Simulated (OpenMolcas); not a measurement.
Run report: SiH$_{3}$ (charge −1), excited-state calculation (part 2 of 2)

SiH$_{3}$, charge −1; CASSCF/ANO-RCC-VDZP, DKH2 (OpenMolcas 26.06). The geometry comes from this level: PBE0-D4/def2-TZVPD.

Geometry of the input (Å):
```
Si 0.0000  0.0000  0.0000
H  0.0000  0.0000  1.5456
H  1.5418  0.0000  -0.1097
H  -0.1177  -1.5373  -0.1096
```

**Output, continued**
```
      Expectation values of various properties for root number:  1
      -----------------------------------------------------------

++    Molecular properties:
      ---------------------

      Charge (e):
                      =   -1.0000
      Dipole Moment (debye):
      Origin of the operator (angstrom)=    0.0463   -0.0500    0.0431
                   X=  1.0178E-02               Y= -1.0618E-02               Z=  3.6947E-01           Total=  3.6976E-01
      Center of Charge (angstrom)
                     X=    0.04417748               Y=   -0.04776793               Z=   -0.03380463
      Quadrupole Moment (debye*angstrom):
      Origin of the operator (angstrom)=    0.0463   -0.0500    0.0431
                  XX= -2.2970E+01              XY=  1.2268E+00              XZ= -9.4265E-01              YY= -2.3159E+01
                  YZ=  1.0177E+00              ZZ= -2.2799E+01
      In traceless form (debye*angstrom)
                  XX=  8.6825E-03              XY=  1.8402E+00              XZ= -1.4140E+00              YY= -2.7411E-01
                  YZ=  1.5266E+00              ZZ=  2.6543E-01
--

      LoProp population analysis for root number:  1
      -----------------------------------------------

++    LoProp analysis:
      ----------------

++    Static properties:
      ------------------

      LoProp Charges per center

                   SI1      H2       H3       H4
      Nuclear     14.0000   1.0000   1.0000   1.0000
      Electronic -14.4466  -1.1787  -1.1873  -1.1874

      Total       -0.4466  -0.1787  -0.1873  -0.1874
--

      Natural Bond Order analysis for root number:  1

++    Natural Bond Order analysis
      ---------------------------
      Based on LoProp computed density
      -------------------------------------------------------------------------------------
      Atom A       Atom B       Bond Order | Atom A       Atom B       Bond Order
        SI1          H2             0.788  |   SI1          H3             0.785
        SI1          H4             0.782  |
      -------------------------------------------------------------------------------------
      NBO located      4.711 electrons involved in    3 bonds.
      The remaining    5.134 electrons are to be considered as diffuse
--

--

      Von Neumann Entropy (Root   2) =  1.15105

      Mulliken population analysis for root number:  2
      -----------------------------------------------

++    Molecular charges:
      ------------------

      Mulliken charges per centre
      ---------------------------

                SI1     H2      H3      H4
      Total   13.3253  1.5216  1.5766  1.5765

      N-E      0.6747 -0.5216 -0.5766 -0.5765

      Total electronic charge=   18.000000

      Total            charge=   -1.000000
--

      Expectation values of various properties for root number:  2
      -----------------------------------------------------------

++    Molecular properties:
      ---------------------

      Charge (e):
                      =   -1.0000
      Dipole Moment (debye):
      Origin of the operator (angstrom)=    0.0463   -0.0500    0.0431
                   X= -2.5859E+00               Y=  2.7914E+00               Z= -2.2521E+00           Total=  4.4216E+00
      Center of Charge (angstrom)
                     X=    0.58465629               Y=   -0.63113346               Z=    0.51199709
      Quadrupole Moment (debye*angstrom):
      Origin of the operator (angstrom)=    0.0463   -0.0500    0.0431
                  XX= -3.5926E+01              XY= -7.3321E-01              XZ=  5.7183E-01              YY= -3.5814E+01
                  YZ= -6.1676E-01              ZZ= -3.5086E+01
      In traceless form (debye*angstrom)
                  XX= -4.7587E-01              XY= -1.0998E+00              XZ=  8.5774E-01              YY= -3.0800E-01
                  YZ= -9.2514E-01              ZZ=  7.8387E-01
--

      LoProp population analysis for root number:  2
      -----------------------------------------------

++    LoProp analysis:
      ----------------

++    Static properties:
      ------------------

      LoProp Charges per center

                   SI1      H2       H3       H4
      Nuclear     14.0000   1.0000   1.0000   1.0000
      Electronic -13.8888  -1.3431  -1.3841  -1.3840

      Total        0.1112  -0.3431  -0.3841  -0.3840
--

      Natural Bond Order analysis for root number:  2

++    Natural Bond Order analysis
      ---------------------------
      Based on LoProp computed density
      -------------------------------------------------------------------------------------
      Atom A       Atom B       Bond Order
      -------------------------------------------------------------------------------------
      The remaining    6.362 electrons are to be considered as diffuse
--

--

      Von Neumann Entropy (Root   3) =  1.15209

      Mulliken population analysis for root number:  3
      -----------------------------------------------

++    Molecular charges:
      ------------------

      Mulliken charges per centre
      ---------------------------

                SI1     H2      H3      H4
      Total   14.2746  1.1198  1.3027  1.3028

      N-E     -0.2746 -0.1198 -0.3027 -0.3028

      Total electronic charge=   18.000000

      Total            charge=   -1.000000
--

      Expectation values of various properties for root number:  3
      -----------------------------------------------------------

++    Molecular properties:
      ---------------------

      Charge (e):
                      =   -1.0000
      Dipole Moment (debye):
      Origin of the operator (angstrom)=    0.0463   -0.0500    0.0431
                   X= -8.3960E-01               Y=  9.0705E-01               Z= -5.7642E-01           Total=  1.3638E+00
      Center of Charge (angstrom)
                     X=    0.22109703               Y=   -0.23882207               Z=    0.16312322
      Quadrupole Moment (debye*angstrom):
      Origin of the operator (angstrom)=    0.0463   -0.0500    0.0431
                  XX= -2.7320E+01              XY= -1.3991E+00              XZ=  8.1408E-01              YY= -2.7112E+01
                  YZ= -8.8004E-01              ZZ= -2.0830E+01
      In traceless form (debye*angstrom)
                  XX= -3.3487E+00              XY= -2.0987E+00              XZ=  1.2211E+00              YY= -3.0377E+00
                  YZ= -1.3201E+00              ZZ=  6.3864E+00
--

      LoProp population analysis for root number:  3
      -----------------------------------------------

++    LoProp analysis:
      ----------------

++    Static properties:
      ------------------

      LoProp Charges per center

                   SI1      H2       H3       H4
      Nuclear     14.0000   1.0000   1.0000   1.0000
      Electronic -14.2284  -1.0859  -1.3427  -1.3430

      Total       -0.2284  -0.0859  -0.3427  -0.3430
--

      Natural Bond Order analysis for root number:  3

++    Natural Bond Order analysis
      ---------------------------
      Based on LoProp computed density
      -------------------------------------------------------------------------------------
      Atom A       Atom B       Bond Order
      -------------------------------------------------------------------------------------
      NBO located      1.002 non-bonded electrons on atom SI1
      NBO located      1.000 non-bonded electrons on atom SI1
      NBO located      0.999 non-bonded electrons on atom SI1
      NBO located      0.998 non-bonded electrons on atom SI1
      NBO located      0.998 non-bonded electrons on atom SI1
      The remaining    2.736 electrons are to be considered as diffuse
--

--

      Average orbitals are written to the RASORB file
      Natural orbitals for root   1 are written to the RASORB.1 file
      Natural orbitals for root   2 are written to the RASORB.2 file
      Natural orbitals for root   3 are written to the RASORB.3 file
      Spin density orbitals for root   1 are written to the SPDORB.1 file
      Spin density orbitals for root   2 are written to the SPDORB.2 file
      Spin density orbitals for root   3 are written to the SPDORB.3 file

--- Stop Module: rasscf /rc=_RC_ALL_IS_WELL_ ---
           step9.RasOrb.3 step9.rasscf.h5 step9.SpdOrb.1 step9.SpdOrb.2 step9.SpdOrb.3 xmldump
--- Module rasscf spent 1 second ---

--- Start Module: rassi ---

                                               &RASSI

                       available to each process: 1.9 GB of memory, 1 thread

      ********************************************************************************
      *                             General data section                             *
      ********************************************************************************

   Specific data for JOBIPH file JOBIPH
   -------------------------------------

   Header from SEWARD:

   CASSCF title (first line only):
       (No title given)

  STATE IRREP:                1
  SPIN MULTIPLICITY:          1
  ACTIVE ELECTRONS:           8
  MAX RAS1 HOLES:             0
  MAX RAS3 ELECTRONS:         0
  NR OF CONFIG:             490

   The following data are common to all the states:
   ------------------------------------------------
   (note: frozen counts as inactive, deleted as secondary)

      Nr of irreps: 1

                 Total     No./Irrep
      Irrep                  1
                             a

      INACTIVE       5       5
      ACTIVE         7       7
      SECONDARY     21      21
      BASIS         33      33

      RAS1           0       0
      RAS2           7       7
      RAS3           0       0

        MATRIX ELEMENTS WILL BE COMPUTED FOR THE FOLLOWING ONE-ELECTRON OPERATORS, UNLESS ZERO BY SYMMETRY.
   (Herm=Hermitian, Anti=Antihermitian, Sing=Singlet operator, Trip=Triplet operator)
     MLTPL  0   1 (HERMSING)     MLTPL  1   1 (HERMSING)     MLTPL  1   2 (HERMSING)
     MLTPL  1   3 (HERMSING)     MLTPL  2   1 (HERMSING)     MLTPL  2   2 (HERMSING)
     MLTPL  2   3 (HERMSING)     MLTPL  2   4 (HERMSING)     MLTPL  2   5 (HERMSING)
     MLTPL  2   6 (HERMSING)     VELOCITY   1 (ANTISING)     VELOCITY   2 (ANTISING)
     VELOCITY   3 (ANTISING)     ANGMOM     1 (ANTISING)     ANGMOM     2 (ANTISING)
     ANGMOM     3 (ANTISING)     MLTPV  2   1 (ANTISING)     MLTPV  2   2 (ANTISING)
     MLTPV  2   3 (ANTISING)     MLTPV  2   4 (ANTISING)     MLTPV  2   5 (ANTISING)
     MLTPV  2   6 (ANTISING)

       EIGENSTATES OF A SPIN-FREE HAMILTONIAN WILL BE COMPUTED BASED ON:

  A Hamiltonian matrix computed by RASSI.

  Nr of states:                    3

   State:        1   2   3
  JobIph:        1   1   1
 Root nr:        1   2   3

  HAMILTONIAN MATRIX FOR THE ORIGINAL STATES:

  Diagonal, with energies
   -291.25595638   -291.12839829   -291.04581477

      OVERLAP MATRIX FOR THE ORIGINAL STATES:

  Diagonal, with elements
      1.00000000      1.00000000      1.00000000

::    RASSI State    1     Total energy:    -291.25595638140715
::    RASSI State    2     Total energy:    -291.12839828651670
::    RASSI State    3     Total energy:    -291.04581477235217

      ****************************************************************************************************
      *                                         Spin-free section                                        *
      *                 Note: index according to input order, order according to energy.                 *
      ****************************************************************************************************

  SPIN-FREE ENERGIES:
  (Shifted by EMIN (a.u.) =       -291.2559563814)

 SF State       Relative EMIN(au)   Rel lowest level(eV)    D:o, cm**(-1)

     1             0.0000000000        0.0000000000              0.0000
     2             0.1275580949        3.4710325889          27995.7659
     3             0.2101416091        5.7182444903          46120.7522

++ Dipole transition strengths (spin-free states):
   -----------------------------------------------
     for osc. strength at least  1.00000000E-05

      From   To        Osc. strength     Einstein coefficients Ax, Ay, Az (sec-1)    Total A (sec-1)
     -----------------------------------------------------------------------------------------------
         1    2       1.16667510E-01  2.05930805E+07  2.39911639E+07  1.64083155E+07  6.09925599E+07
         1    3       1.56730240E-01  1.19655687E+08  1.02720151E+08  9.89029053E+01  2.22375936E+08
         2    3       9.49862664E-03  1.11946033E+06  9.61953167E+05  2.55492480E-01  2.08141375E+06
     -----------------------------------------------------------------------------------------------
--

++ Velocity transition strengths (spin-free states):
   -------------------------------------------------
     for osc. strength at least  1.00000000E-05

      From   To        Osc. strength     Einstein coefficients Ax, Ay, Az (sec-1)    Total A (sec-1)
     -----------------------------------------------------------------------------------------------
         1    2       2.84015306E-01  4.87680232E+07  5.68211303E+07  4.28910922E+07  1.48480246E+08
         1    3       1.75499656E-01  1.33976240E+08  1.15030487E+08  1.03478168E+02  2.49006830E+08
         2    3       1.01062312E-03  1.19526766E+05  1.01928529E+05  3.89504969E-01  2.21455685E+05
     -----------------------------------------------------------------------------------------------
--

++ Length and velocity gauge comparison (spin-free states):
   --------------------------------------------------------

 --------------------------------------------------
 A comparison between the dipole oscillator strengths in
 length and velocity gauge will be performed

     All dipole oscillator differences above the tolerance of   1.00000000E-01  will be printed

 Due to basis set deficiency these oscillator may be problematic

 The tolerance is defined as ABS(1-O_l/O_v)
 O_l : dipole oscillator strength in length gauge
 O_p : dipole oscillator strength in velocity gauge
 --------------------------------------------------

  Problematic transitions have been found

      From   To       Difference (%) Osc. st. (len.) Osc. st. (vel.)
     ---------------------------------------------------------------
         1    2            58.922105  1.16667510E-01  2.84015306E-01
         1    3            10.694845  1.56730240E-01  1.75499656E-01
         2    3           839.878221  9.49862664E-03  1.01062312E-03
     ---------------------------------------------------------------

 Number of problematic transitions =                     3

--

 Electric-dipole - electric-octupole not included
 Electric-dipole - magnetic-quadrupole not included

      ****************************************************************************************************
      *                                    Special properties section                                    *
      ****************************************************************************************************

--- Stop Module: rassi /rc=_RC_ALL_IS_WELL_ ---

.##################.
.# Happy landing! #.
.##################.

    Timing: Wall=3.05 User=2.50 System=0.46
```

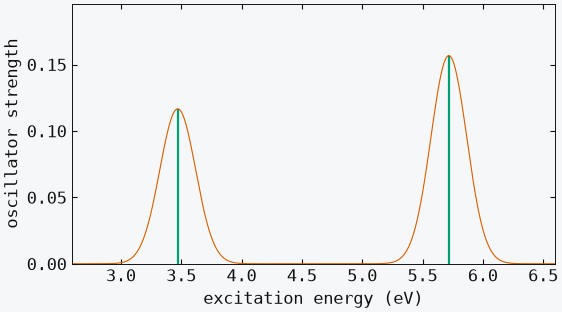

Fig. 1: Computed excitations as sticks (degenerate states added up, dark ones marked on the axis), with a Gaussian envelope of 0.35 eV full width at half maximum, scaled to the tallest. Of the 2 states the lowest lies at 3.47 eV (f = 0.117); the strongest line is at 5.72 eV, or 217 nm (f = 0.157).

**Summary**

| quantity | value |
| --- | --- |
| outcome | converged |
| total energy | −291.255956 hartree |
| CASSCF energy | −291.255956 hartree |
| basis functions | 33 |
| lowest singlet excitation | 3.47 eV |
| wall time | 3.3 s |
| peak memory | 0.41 GiB |
